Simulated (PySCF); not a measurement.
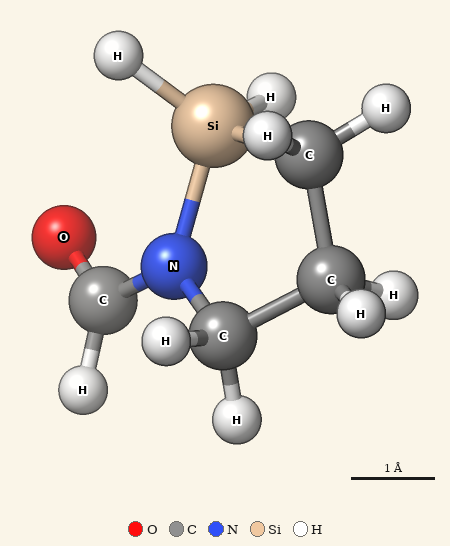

Figure 1. The structure (ball-and-stick view, seen at a tilt).

# Run report: C₄H₉NOSi, NMR shielding calculation

System: C₄H₉NOSi, SMILES O=CN1CCC[SiH2]1.
Method: GIAO PBE0/pcSseg-1 NMR shielding, non-relativistic, gas phase (PySCF 2.14.0).

The geometry comes from this level: GFN2-xTB. It belongs to a series of runs on one base structure; here: H on N replaced by CHO. Figures and captions count atoms from 1; the log counts them from 0 in places.

The input
```
{"job": {"kind": "nmr", "xc": "PBE0", "basis": "pcSseg-1"}, "charge": 0, "multiplicity": 1}
O      2.654566     1.235235     0.941589
C      2.210327     0.526876     0.066715
N      0.907747     0.260539    -0.033121
C      0.298849    -0.554935    -1.058793
C     -1.007372    -1.083848    -0.470584
C     -1.662705     0.062672     0.303528
Si    -0.196191     0.942892     1.152010
H      2.848750     0.051991    -0.701831
H      0.970772    -1.366025    -1.352773
H      0.094521     0.061640    -1.942986
H     -1.655105    -1.473289    -1.256923
H     -0.777333    -1.897732     0.219141
H     -2.419305    -0.314586     0.986405
H     -2.169487     0.732964    -0.391026
H     -0.229759     2.396881     1.048747
H      0.124126     0.427667     2.478491
```

The first line tells a small driver script what to run in PySCF; the rest is the geometry in Å.

Machine: 1 CPU thread, shared host.

Launched with:
```bash
OMP_NUM_THREADS=1 python <driver script> task.json out
```

Output
```
coarse grid: 13696 points
cycle   1  E = -576.6579560353  dE =  1.070e+00  |g| = 8.271e-01  |ddm| = 3.562e+00
cycle   2  E = -576.1982772605  dE =  4.597e-01  |g| = 1.718e+00  |ddm| = 2.136e+00
cycle   3  E = -576.7859100956  dE = -5.876e-01  |g| = 2.264e-01  |ddm| = 1.654e+00
cycle   4  E = -576.7955683485  dE = -9.658e-03  |g| = 9.726e-02  |ddm| = 2.439e-01
cycle   5  E = -576.7975312250  dE = -1.963e-03  |g| = 1.885e-02  |ddm| = 7.790e-02
cycle   6  E = -576.7976016165  dE = -7.039e-05  |g| = 6.084e-03  |ddm| = 1.677e-02
cycle   7  E = -576.7976093457  dE = -7.729e-06  |g| = 1.467e-03  |ddm| = 4.952e-03
final grid: 127312 points
cycle   8  E = -576.8471485603  dE = -1.030e-05  |g| = 1.338e-02  |ddm| = 2.267e-02
cycle   9  E = -576.8470463992  dE =  1.022e-04  |g| = 2.638e-02  |ddm| = 2.775e-02
cycle  10  E = -576.8471841399  dE = -1.377e-04  |g| = 2.567e-03  |ddm| = 1.947e-02
cycle  11  E = -576.8471855714  dE = -1.432e-06  |g| = 2.692e-04  |ddm| = 1.964e-03
cycle  12  E = -576.8471855886  dE = -1.713e-08  |g| = 8.428e-05  |ddm| = 3.587e-04
cycle  13  E = -576.8471855901  dE = -1.533e-09  |g| = 2.348e-05  |ddm| = 8.864e-05
cycle  14  E = -576.8471855902  dE = -1.178e-10  |g| = 6.868e-06  |ddm| = 2.467e-05
```

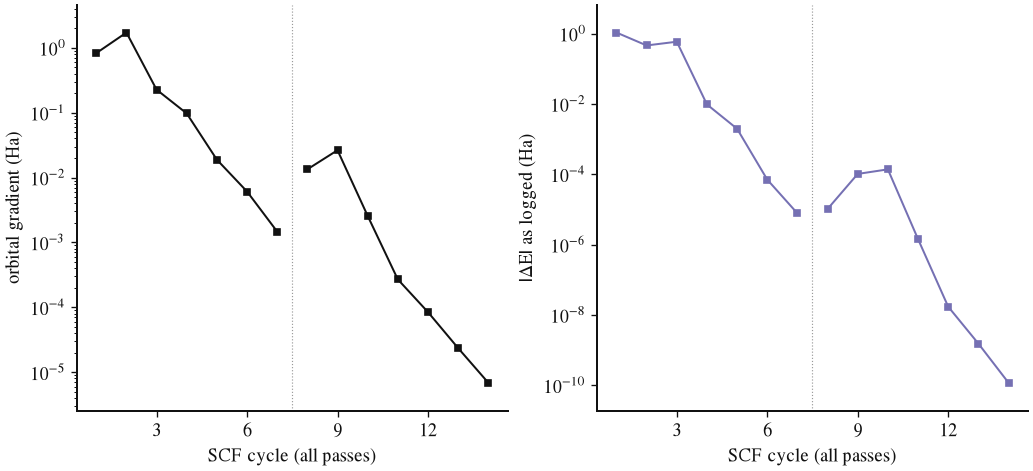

Figure 2. Convergence of the self-consistent field: orbital gradient and size of the energy change against the SCF cycle. The dotted line marks the change from a coarse to the final integration grid. The first 7 cycles use a coarse grid, the final grid takes over at cycle 8, and the field converges after 14 cycles in all.

```
converged SCF energy = -576.8471855902

GIAO shielding tensors (ppm)
atom      isotropic    diamagn.    paramagn.     s11        s22        s33       span
  0 O     -117.753     399.992    -517.745   -403.827   -226.607    277.176    681.003
  1 C       18.664     244.599    -225.936    -64.792     32.954     87.829    152.621
  2 N      130.616     333.666    -203.050     23.791    130.500    237.556    213.766
  3 C      140.211     244.421    -104.209    118.114    140.202    162.318     44.204
  4 C      157.130     248.979     -91.848    137.723    162.416    171.252     33.529
  5 C      177.739     254.136     -76.397    165.748    173.404    194.064     28.317
  6 Si     377.910     881.369    -503.459    343.845    378.290    411.596     67.751
  7 H       23.163      27.259      -4.096     19.425     23.271     26.794      7.369
  8 H       28.125      30.426      -2.301     23.865     26.745     33.765      9.900
  9 H       28.559      30.654      -2.095     23.777     26.807     35.093     11.316
 10 H       29.608      30.010      -0.402     24.320     27.404     37.099     12.779
 11 H       29.918      31.457      -1.539     25.192     28.150     36.412     11.219
 12 H       30.752      30.422       0.330     26.131     27.663     38.462     12.331
 13 H       30.840      31.448      -0.608     26.237     28.105     38.178     11.941
 14 H       26.821      29.910      -3.089     23.459     24.329     32.676      9.216
 15 H       26.753      30.143      -3.390     23.280     24.421     32.558      9.278
```

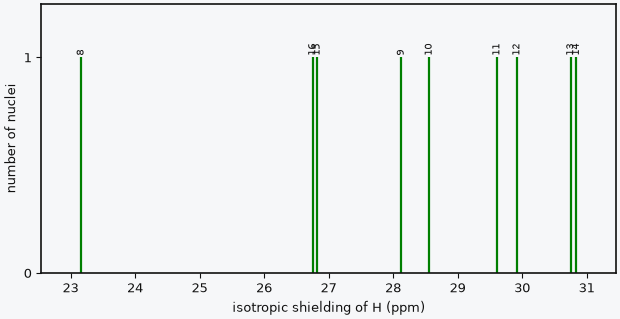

Figure 3. Isotropic shieldings of the hydrogen nuclei in this fixed geometry, labelled by atom number; shielding grows to the right, so chemical shift grows to the left. The least shielded is H8 (23.2 ppm), the most shielded H14 (30.8 ppm).

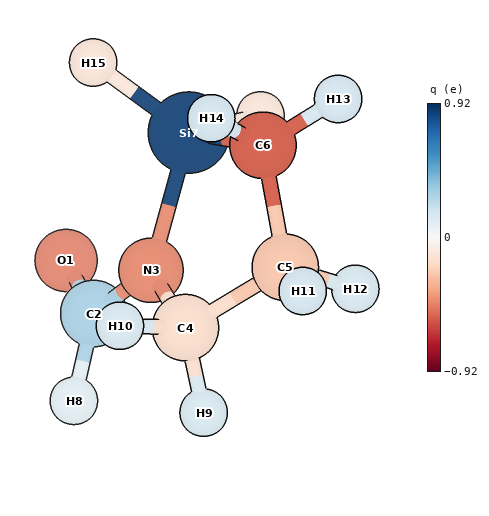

Figure 4. IAO charges, as the colour of each atom (ball-and-stick view, seen at a tilt; atoms are numbered from 1 in the order of the input). By element: O −0.49, C −0.55 to +0.31, N −0.45, Si +0.87 and H −0.12 to +0.15 e.

Summary

| quantity | value |
| --- | --- |
| outcome | converged |
| total energy | −576.847186 hartree |
| HOMO | −7.34 eV |
| LUMO | 0.34 eV |
| dipole moment | 4.14 D |
| isotropic shielding, O | −117.8 ppm |
| isotropic shielding, C | 18.7 to 177.7 ppm |
| isotropic shielding, N | 130.6 ppm |
| isotropic shielding, Si | 377.9 ppm |
| isotropic shielding, H | 23.2 to 30.8 ppm |
| wall time | 20 s |
| peak memory | 0.77 GiB |
